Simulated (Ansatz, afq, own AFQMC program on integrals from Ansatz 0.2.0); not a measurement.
# SiGeH₃ (doublet): quantum Monte Carlo beside coupled cluster at twist about Si1–Ge2 = 72.4°, cc-pVDZ

Aim: compute SiGeH₃ (doublet) with auxiliary-field quantum Monte Carlo on the same integrals as coupled cluster, and set the energies side by side.

The runs use Ansatz 0.2.0, Gaussian basis, and an in-house AFQMC program (afq) on its integrals; all values are calculated; cc-pVDZ, frozen cores.

To be run: PBE (unrestricted); r2SCAN (unrestricted); PBE0 (unrestricted); B3LYP (unrestricted); wB97M-V (unrestricted); B2PLYP (unrestricted); CCSD(T) on UHF; Phaseless AFQMC, CISD trial on UHF.

1 further run of the same task is left out (it didn't finish).

### 1 What is computed

The geometry derives from a PBE0/def2-TZVP stationary point (not a proven minimum). One half is turned about the bond named; the halves are rigid. No spin-orbit coupling is included. The filled d shell of Ge may be among the frozen orbitals whatever the setting's name suggests; the logs give the count.

5 atoms, charge 0, spin multiplicity 2.

Atoms are counted from 1 here; the program's logs count them from 0.

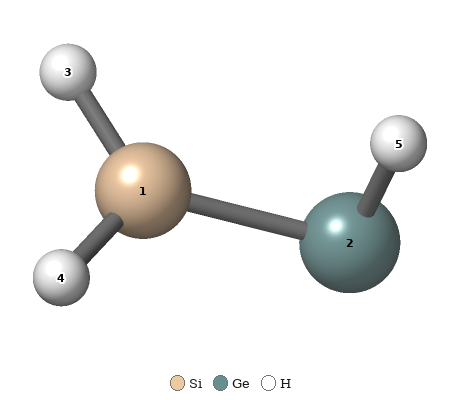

The structure; silicon light orange, germanium teal, hydrogen white; atoms are numbered from 1 in the order of the file.

### 2 PBE (unrestricted)

in.yaml reads:

```yaml
crystal:
  periodic: [false, false, false]
  atoms:
    - {symbol: Si, position_ang: [-0.014746, 0.028846, 1.651394]}
    - {symbol: Ge, position_ang: [-0.014746, -0.017586, -0.700437]}
    - {symbol: H, position_ang: [-0.014746, 1.196508, 2.580427]}
    - {symbol: H, position_ang: [-0.014746, -1.198602, 2.499010]}
    - {symbol: H, position_ang: [1.503095, 0.465676, -0.615347]}
basis:
  gaussian: {orbitals: cc-pVDZ}
magnetization: {spin_polarized: true, initial_magnetization: 1}
hamiltonian: {xc: {name: PBE}}
output: {orbitals: {seedname: orbitals}}
```

Command:

```console
$ ansatz run in.yaml --threads 1 --pin off --events-out ev --progress --plain --max-ram 1382MiB
```

What it wrote:

```text
Functional definition: PBE
  name "PBE"
  cite "Perdew, Burke & Ernzerhof, Phys. Rev. Lett. 77, 3865 (1996) doi:10.1103/PhysRevLett.77.3865"
  parent pbe
  parameter kappa = 0.804
  parameter beta = 0.06672455060314922
  exchange = pbe_x(kappa = kappa, mu = beta*pi^2/3)
  correlation = pbe_c(beta = beta)
787 factors; their error is unknown
mean field evaluation 1: about -64427.7996 eV, gradient 9.1e0 eV
mean field evaluation 2: about -64427.6926 eV, gradient 9.1e0 eV
mean field evaluation 4: about -64428.5344 eV, gradient 1.9e0 eV
mean field evaluation 8: about -64428.5728 eV, gradient 8.9e-2 eV
mean field evaluation 16: about -64428.5633 eV, gradient 1.1e-4 eV
mean field -64428.56330855 eV, -2367.7060303405 hartree, gradient 2.0e-5 eV, S^2 0.760983; 3 other end points of the search recorded, 0 dependent functions left out
reference -64428.56334210 eV, -2367.7060315736 hartree; 25, 24 occupied and 35, 36 virtual orbitals, 787 factors
Total energy: -64428.56334210 eV, -2367.7060315736 hartree
```

It took 3.2 s on 1 thread of Arm Neoverse V1, shared host.

From the report: ⟨S²⟩ of the determinant 0.761 (pure doublet: 0.75).

### 3 r2SCAN (unrestricted)

Edit in.yaml of step 2 so:

```diff
@@ -11,3 +11,2 @@
 magnetization: {spin_polarized: true, initial_magnetization: 1}
-hamiltonian: {xc: {name: PBE}}
-output: {orbitals: {seedname: orbitals}}
+hamiltonian: {xc: {name: r2SCAN}}
```

Launched as before.

What it wrote:

```text
Functional definition: r2SCAN
  name "r2SCAN"
  cite "Furness, Kaplan, Ning, Perdew & Sun, J. Phys. Chem. Lett. 11, 8208 (2020) doi:10.1021/acs.jpclett.0c02405"
  cite "Furness, Kaplan, Ning, Perdew & Sun, J. Phys. Chem. Lett. 11, 9248 (2020) doi:10.1021/acs.jpclett.0c03077"
  parent r2scan
  parameter k0 = 0.174
  parameter k1 = 0.065
  parameter a1 = 4.9479
  exchange = r2scan_x(k0 = k0, k1 = k1, a1 = a1)
  correlation = r2scan_c
787 factors; their error is unknown
mean field evaluation 1: about -64439.6846 eV, gradient 6.8e0 eV
mean field evaluation 2: about -64439.9750 eV, gradient 4.2e0 eV
mean field evaluation 4: about -64440.1467 eV, gradient 1.0e0 eV
mean field evaluation 8: about -64440.1606 eV, gradient 1.4e-1 eV
mean field evaluation 16: about -64440.1513 eV, gradient 8.7e-4 eV
mean field evaluation 32: about -64439.3148 eV, gradient 8.7e0 eV
mean field -64440.15132589 eV, -2368.1318821229 hartree, gradient 5.1e-6 eV, S^2 0.785793; 3 other end points of the search recorded, 0 dependent functions left out
reference -64440.15133676 eV, -2368.1318825225 hartree; 25, 24 occupied and 35, 36 virtual orbitals, 787 factors
Total energy: -64440.15133676 eV, -2368.1318825225 hartree
```

It took 10 s on 1 thread of Arm Neoverse V1, shared host.

From the report: ⟨S²⟩ of the determinant 0.786 (pure doublet: 0.75).

### 4 PBE0 (unrestricted)

Edit in.yaml of step 3 so:

```diff
@@ -11,2 +11,3 @@
 magnetization: {spin_polarized: true, initial_magnetization: 1}
-hamiltonian: {xc: {name: r2SCAN}}
+hamiltonian: {xc: {name: PBE0}}
+output: {orbitals: {seedname: orbitals}}
```

Same command.

What it wrote:

```text
Functional definition: PBE0
  name "PBE0"
  cite "Adamo & Barone, J. Chem. Phys. 110, 6158 (1999) doi:10.1063/1.478522"
  cite "Perdew, Burke & Ernzerhof, Phys. Rev. Lett. 77, 3865 (1996) doi:10.1103/PhysRevLett.77.3865"
  parent pbe
  parameter a = 0.25
  parameter kappa = 0.804
  parameter beta = 0.06672455060314922
  exchange = (1 - a)*pbe_x(kappa = kappa, mu = beta*pi^2/3) + a*exact_x
  correlation = pbe_c(beta = beta)
641 factors; integrals over basis functions are off by at most 1.4e-3 eV
mean field evaluation 1: about -64430.4260 eV, gradient 5.5e0 eV
mean field evaluation 2: about -64430.6205 eV, gradient 2.9e0 eV
mean field evaluation 4: about -64430.7065 eV, gradient 5.2e-1 eV
mean field evaluation 8: about -64430.7431 eV, gradient 1.2e-1 eV
mean field evaluation 16: about -64430.7446 eV, gradient 2.9e-3 eV
mean field evaluation 32: about -64430.5639 eV, gradient 8.1e-1 eV
mean field -64430.74455862 eV, -2367.7861898020 hartree, gradient 1.3e-5 eV, S^2 0.779269; 2 other end points of the search recorded, 0 dependent functions left out
reference -64430.74458391 eV, -2367.7861907314 hartree; 25, 24 occupied and 35, 36 virtual orbitals, 641 factors
Total energy: -64430.74458391 eV, -2367.7861907314 hartree
```

Run time: 5 s. Hardware: 1 thread of Arm Neoverse V1, shared host.

From the report: ⟨S²⟩ of the determinant 0.779 (pure doublet: 0.75).

### 5 B3LYP (unrestricted)

Edit in.yaml of step 4 so:

```diff
@@ -11,3 +11,2 @@
 magnetization: {spin_polarized: true, initial_magnetization: 1}
-hamiltonian: {xc: {name: PBE0}}
-output: {orbitals: {seedname: orbitals}}
+hamiltonian: {xc: {name: B3LYP}}
```

Same command.

What it wrote:

```text
Functional definition: B3LYP
  name "B3LYP"
  cite "Stephens, Devlin, Chabalowski & Frisch, J. Phys. Chem. 98, 11623 (1994) doi:10.1021/j100096a001"
  cite "Becke, Phys. Rev. A 38, 3098 (1988) doi:10.1103/PhysRevA.38.3098"
  cite "Lee, Yang & Parr, Phys. Rev. B 37, 785 (1988) doi:10.1103/PhysRevB.37.785"
  cite "Vosko, Wilk & Nusair, Can. J. Phys. 58, 1200 (1980) doi:10.1139/p80-159"
  parameter a0 = 0.2
  parameter ax = 0.72
  parameter ac = 0.81
  exchange = (1 - a0 - ax)*slater_x + ax*b88_x + a0*exact_x
  correlation = (1 - ac)*vwn_rpa_c + ac*lyp_c
641 factors; integrals over basis functions are off by at most 1.4e-3 eV
mean field evaluation 1: about -64442.7527 eV, gradient 6.6e0 eV
mean field evaluation 2: about -64443.0321 eV, gradient 3.6e0 eV
mean field evaluation 4: about -64443.1616 eV, gradient 6.9e-1 eV
mean field evaluation 8: about -64443.1914 eV, gradient 8.2e-2 eV
mean field evaluation 16: about -64443.1919 eV, gradient 1.4e-3 eV
mean field evaluation 32: about -64443.0716 eV, gradient 1.2e0 eV
mean field -64443.19189200 eV, -2368.2436208668 hartree, gradient 1.8e-5 eV, S^2 0.764561; 2 other end points of the search recorded, 0 dependent functions left out
reference -64443.19212143 eV, -2368.2436292981 hartree; 25, 24 occupied and 35, 36 virtual orbitals, 641 factors
Total energy: -64443.19212143 eV, -2368.2436292981 hartree
```

It took 4.4 s on 1 thread of Arm Neoverse V1, shared host.

From the report: ⟨S²⟩ of the determinant 0.765 (pure doublet: 0.75).

### 6 wB97M-V (unrestricted)

Edit in.yaml of step 5 so:

```diff
@@ -11,2 +11,3 @@
 magnetization: {spin_polarized: true, initial_magnetization: 1}
-hamiltonian: {xc: {name: B3LYP}}
+hamiltonian: {xc: {name: wB97M-V}}
+output: {orbitals: {seedname: orbitals}}
```

Same command.

What it wrote:

```text
Functional definition: wB97M-V
  name "wB97M-V"
  cite "Mardirossian & Head-Gordon, J. Chem. Phys. 144, 214110 (2016) doi:10.1063/1.4952647"
  cite "Becke, J. Chem. Phys. 107, 8554 (1997) doi:10.1063/1.475007"
  cite "Vydrov & Van Voorhis, J. Chem. Phys. 133, 244103 (2010) doi:10.1063/1.3521275"
  # Of w^i u^j: cxij and so on, Table III.
  parameter omega = 0.3/bohr
  parameter cx = 0.15
  parameter cx01 = 1.007
  parameter cx10 = 0.259
  parameter css00 = 0.443
  parameter css04 = -1.437
  parameter css10 = -4.535
  parameter css20 = -3.390
  parameter css43 = 4.278
  parameter cos00 = 1.000
  parameter cos10 = 1.358
  parameter cos20 = 2.924
  parameter cos21 = -8.812
  parameter cos60 = -1.390
  parameter cos61 = 9.142
  parameter b = 6.0
  parameter c = 0.01
  gx(w, u) = 1 - cx + cx01*u + cx10*w
  gss(w, u) = css00 + css04*u^4 + css10*w + css20*w^2 + css43*w^4*u^3
  gos(w, u) = cos00 + cos10*w + (cos20 + cos21*u)*w^2 + (cos60 + cos61*u)*w^6
  exchange = spin_sum(e_x_unif_sr(omega)*gx(b97_w, b97_u_x)) + cx*exact_x_sr(omega) + exact_x_lr(omega)
  correlation = spin_sum(e_c_pw_mod_same_spin*gss(b97_w, b97_u_same))
      + integral(e_c_pw_mod_opposite_spin*gos(b97_w_opposite, b97_u_opposite)) + vv10(b, c)
641 factors; integrals over basis functions are off by at most 1.4e-3 eV
204 factors; integrals over basis functions are off by at most 6.3e-6 eV
mean field evaluation 1: about -64436.8891 eV, gradient 4.6e0 eV
mean field evaluation 2: about -64437.0844 eV, gradient 1.5e0 eV
mean field evaluation 4: about -64437.1173 eV, gradient 2.8e-1 eV
mean field evaluation 8: about -64437.1480 eV, gradient 8.8e-2 eV
mean field evaluation 16: about -64437.1499 eV, gradient 8.6e-3 eV
mean field evaluation 32: about -64436.6950 eV, gradient 3.3e0 eV
mean field -64437.14988539 eV, -2368.0215812193 hartree, gradient 2.3e-5 eV, S^2 0.770666; 2 other end points of the search recorded, 0 dependent functions left out
reference -64437.14992187 eV, -2368.0215825598 hartree; 25, 24 occupied and 35, 36 virtual orbitals, 641 factors
Total energy: -64437.14992187 eV, -2368.0215825598 hartree
```

It took 24 s on 1 thread of Arm Neoverse V1, shared host; peak memory 0.27 GiB.

From the report: ⟨S²⟩ of the determinant 0.771 (pure doublet: 0.75).

### 7 B2PLYP (unrestricted)

Edit in.yaml of step 6 so:

```diff
@@ -11,3 +11,3 @@
 magnetization: {spin_polarized: true, initial_magnetization: 1}
-hamiltonian: {xc: {name: wB97M-V}}
-output: {orbitals: {seedname: orbitals}}
+hamiltonian: {xc: {name: B2PLYP}}
+correlation: {electrons: outside_noble_gas}
```

Same command.

What it wrote:

```text
Functional definition: B2PLYP
  name "B2PLYP"
  cite "Grimme, J. Chem. Phys. 124, 034108 (2006) doi:10.1063/1.2148954"
  cite "Becke, Phys. Rev. A 38, 3098 (1988) doi:10.1103/PhysRevA.38.3098"
  cite "Lee, Yang & Parr, Phys. Rev. B 37, 785 (1988) doi:10.1103/PhysRevB.37.785"
  parameter a = 0.53
  parameter c = 0.27
  exchange = (1 - a)*b88_x + a*exact_x
  correlation = (1 - c)*lyp_c + c*(mp2_os + mp2_ss)
641 factors; integrals over basis functions are off by at most 1.4e-3 eV
mean field evaluation 1: about -64424.3180 eV, gradient 4.4e0 eV
mean field evaluation 2: about -64424.3185 eV, gradient 4.4e0 eV
mean field evaluation 4: about -64424.5483 eV, gradient 6.5e-1 eV
mean field evaluation 8: about -64424.5718 eV, gradient 8.2e-2 eV
mean field evaluation 16: about -64424.5735 eV, gradient 4.9e-3 eV
mean field evaluation 32: about -64424.3679 eV, gradient 1.2e0 eV
mean field -64424.57354729 eV, -2367.5594093187 hartree, gradient 4.3e-6 eV, S^2 0.804199; 4 other end points of the search recorded, 0 dependent functions left out
19 core orbitals not correlated: weight in the atoms' cores, before any rotation towards them, 0.999 or more for the frozen orbitals, at most 0.000 for the correlated occupied ones
reference -64424.57369324 eV, -2367.5594146821 hartree; 6, 5 occupied and 35, 36 virtual orbitals, 641 factors
second order -5.94707712 eV of doubles, -0.00000000 eV of singles
Total energy: -64426.17940406 eV, -2367.6184234664 hartree
```

Run time: 6 s. Hardware: 1 thread of Arm Neoverse V1, shared host.

From the report: ⟨S²⟩ of the determinant 0.804 (pure doublet: 0.75).

### 8 CCSD(T) on UHF

Edit in.yaml of step 7 so:

```diff
@@ -11,3 +11,2 @@
 magnetization: {spin_polarized: true, initial_magnetization: 1}
-hamiltonian: {xc: {name: B2PLYP}}
-correlation: {electrons: outside_noble_gas}
+correlation: {method: ccsd_t, electrons: outside_noble_gas, hamiltonian_folder: ham}
```

Launched as before.

What it wrote:

```text
Functional definition: HF
  name "HF"
  cite "Fock, Z. Phys. 61, 126 (1930) doi:10.1007/BF01340294"
  parent pbe
  exchange = exact_x
  correlation = 0
641 factors; integrals over basis functions are off by at most 1.4e-3 eV
mean field evaluation 1: about -64379.1809 eV, gradient 7.1e0 eV
mean field evaluation 2: about -64379.1852 eV, gradient 7.1e0 eV
mean field evaluation 4: about -64379.9195 eV, gradient 8.9e-1 eV
mean field evaluation 8: about -64379.9932 eV, gradient 4.0e-1 eV
mean field evaluation 16: about -64380.0900 eV, gradient 3.3e-4 eV
mean field evaluation 32: about -64380.0560 eV, gradient 1.0e0 eV
mean field evaluation 64: about -64379.9467 eV, gradient 2.2e0 eV
mean field evaluation 96: about -64379.8572 eV, gradient 2.8e-1 eV
mean field evaluation 128: about -64379.8671 eV, gradient 5.1e-1 eV
mean field evaluation 160: about -64379.9058 eV, gradient 4.9e-1 eV
mean field evaluation 192: about -64379.8690 eV, gradient 4.9e-1 eV
mean field evaluation 224: about -64379.7701 eV, gradient 1.3e0 eV
mean field -64380.08996408 eV, -2365.9246677877 hartree, gradient 3.4e-6 eV, S^2 1.038489; 9 other end points of the search recorded, 0 dependent functions left out
19 core orbitals not correlated: weight in the atoms' cores, before any rotation towards them, 1.000 or more for the frozen orbitals, at most 0.000 for the correlated occupied ones
reference -64380.08996408 eV, -2365.9246677877 hartree; 6, 5 occupied and 35, 36 virtual orbitals, 641 factors
second order -4.36970022 eV of doubles, -0.00000000 eV of singles
cycle   1  -5.15427241 eV  change   -7.8e-1 eV  update   8.6e-2
cycle   2  -5.50473624 eV  change   -3.5e-1 eV  update   4.5e-2
cycle   3  -5.56135520 eV  change   -5.7e-2 eV  update   3.0e-2
cycle   4  -5.59366048 eV  change   -3.2e-2 eV  update   2.2e-2
cycle   5  -5.62257017 eV  change   -2.9e-2 eV  update   1.4e-2
cycle   6  -5.63144439 eV  change   -8.9e-3 eV  update   6.8e-3
cycle   7  -5.63424295 eV  change   -2.8e-3 eV  update   4.1e-3
cycle   8  -5.63619909 eV  change   -2.0e-3 eV  update   3.1e-3
cycle   9  -5.63516401 eV  change    1.0e-3 eV  update   2.2e-3
cycle  10  -5.63592596 eV  change   -7.6e-4 eV  update   1.5e-3
cycle  11  -5.63679640 eV  change   -8.7e-4 eV  update   8.6e-4
cycle  12  -5.63645177 eV  change    3.4e-4 eV  update   4.3e-4
cycle  13  -5.63621042 eV  change    2.4e-4 eV  update   2.0e-4
cycle  14  -5.63616407 eV  change    4.6e-5 eV  update   9.4e-5
cycle  15  -5.63624907 eV  change   -8.5e-5 eV  update   5.0e-5
cycle  16  -5.63627918 eV  change   -3.0e-5 eV  update   2.9e-5
cycle  17  -5.63627546 eV  change    3.7e-6 eV  update   1.4e-5
cycle  18  -5.63626856 eV  change    6.9e-6 eV  update   7.7e-6
perturbative correction -0.19846784 eV, -0.0072935584 hartree
Total energy: -64385.92470048 eV, -2366.1390903954 hartree
```

Wall time 17 s (1 thread of Arm Neoverse V1, shared host).

From the report: ⟨S²⟩ of the determinant 1.038 (pure doublet: 0.75); correlation -5.8347 eV; T1 0.067; largest double amplitude 0.07.

This run also writes the integrals to the folder ham.

### 9 Phaseless AFQMC, CISD trial on UHF

It reads the integrals that the CCSD(T) run on this determinant wrote.

Command:

```console
$ afq ham --method phaseless --trial cisd --walkers 60 --populations 1 --least-time 40 --time-step 0.005 --steps-per-block 50 --equilibration-blocks 40 --max-blocks 300 --target-error 0.0008 --factor-cut 1e-05 --start spin_pure --seed 2147 --release-times 0.24,0.51,0.99,1.62,2.4 --release-step 0.03 --release-every 4 --taylor-order 6
```

What it wrote:

```text
orbitals 41  electrons 6 5  factors 325 of 641
reference energy -2365.92466779 Eh
CCSD correlation -0.20712909 Eh in 21 cycles, weight of the determinant in the CISD state 0.7794
energy of the start -2366.117251 Eh
 block  time / (1/Eh)  mean weight  energy / Eh
     1     0.250  1.0002  -2366.120164
     2     0.500  1.0000  -2366.123942
     3     0.750  0.9998  -2366.127461
     4     1.000  0.9987  -2366.128692
     5     1.250  0.9995  -2366.129862
     6     1.500  0.9997  -2366.132151
     7     1.750  1.0011  -2366.134241
     8     2.000  1.0002  -2366.136463
     9     2.250  1.0001  -2366.139499
    10     2.500  0.9968  -2366.140926
    11     2.750  1.0016  -2366.139343
    16     4.000  1.0003  -2366.138523
    21     5.250  0.9987  -2366.138126
    26     6.500  1.0011  -2366.143658
    31     7.750  0.9990  -2366.143291
    36     9.000  1.0005  -2366.135755
    41    10.250  0.9990  -2366.141513
    46    11.500  0.9995  -2366.139435
    51    12.750  0.9997  -2366.136995
    56    14.000  1.0009  -2366.145155
    61    15.250  0.9998  -2366.143212
    66    16.500  1.0003  -2366.140442
    71    17.750  1.0006  -2366.136428
    76    19.000  0.9994  -2366.141316
    81    20.250  0.9988  -2366.156810
    86    21.500  1.0009  -2366.146057
    91    22.750  0.9993  -2366.141395
    96    24.000  1.0002  -2366.134341
   101    25.250  1.0016  -2366.137935
   106    26.500  0.9999  -2366.135156
   111    27.750  0.9992  -2366.133373
   116    29.000  1.0004  -2366.133760
   121    30.250  0.9971  -2366.137508
   126    31.500  0.9982  -2366.140974
   131    32.750  0.9991  -2366.141366
   136    34.000  0.9991  -2366.144481
   141    35.250  1.0000  -2366.158911
   146    36.500  1.0021  -2366.136889
   151    37.750  1.0006  -2366.145519
   156    39.000  1.0002  -2366.136621
   161    40.250  0.9995  -2366.141586
   166    41.500  0.9982  -2366.140569
   171    42.750  1.0000  -2366.143214
   176    44.000  1.0017  -2366.164018
   181    45.250  0.9988  -2366.140733
   186    46.500  0.9985  -2366.141748
   191    47.750  1.0008  -2366.145736
   196    49.000  0.9988  -2366.134529
   201    50.250  1.0005  -2366.141677
   206    51.500  1.0004  -2366.137512
blocks merged  error / Eh  count
     1  0.000408  170
     2  0.000529  85
     4  0.000644  42
     8  0.000747  21
    16  0.000863  10
released: time / (1/Eh)  energy / Eh  error  mean overlap
  0.24  -2366.141269  0.000815  1.0016
  0.51  -2366.141774  0.001049  1.0010
  0.99  -2366.140819  0.000756  1.0038
  1.62  -2366.141274  0.000698  1.0091
  2.40  -2366.140587  0.001174  1.0157
energy -2366.140995 +/- 0.000747 Eh
```

Run time: 7.8 min. Hardware: 1 thread of Arm Neoverse V1, shared host.

Energy -64385.9765 ± 0.0203 eV. Caveats: constraint bias not in the error.

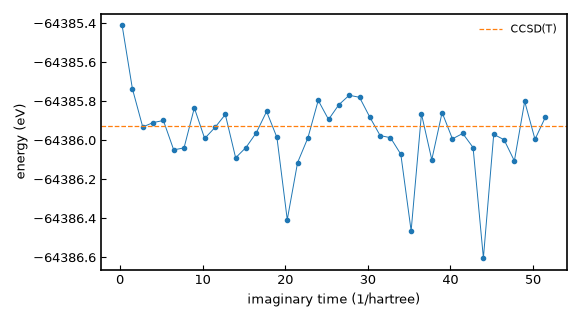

Block energies along the walk.

### 10 All levels side by side

On the UHF determinant, counted from CCSD(T) (a yardstick, not exact):

```
                                              level  energy (eV)  from CCSD(T) (meV)  statistical error (meV)     time
                                                 HF  -64380.0900             +5834.7                                  
                                                MP2  -64384.4597             +1465.0                                  
                                               CCSD  -64385.7262              +198.5                                  
                                            CCSD(T)  -64385.9247                 0.0                                  
Phaseless AFQMC, CISD trial, step 0.005, 60 walkers  -64385.9765               -51.8                     20.3  7.8 min
```

The functionals' totals stand on their own zeros and serve differences with other points: PBE -64428.563 eV; r2SCAN -64440.151 eV; PBE0 -64430.745 eV; B3LYP -64443.192 eV; wB97M-V -64437.150 eV; B2PLYP -64426.179 eV.

### 11 Summary of results

| quantity | value |
| --- | --- |
| Phaseless AFQMC, CISD trial on UHF from CCSD(T) | -51.8 ± 20.3 meV |

What this shows: On UHF the phaseless walk with the CISD trial lies -51.8 meV from CCSD(T), within three error bars. Error bars are statistical and leave out the constraint, the time step and what remains of the start.
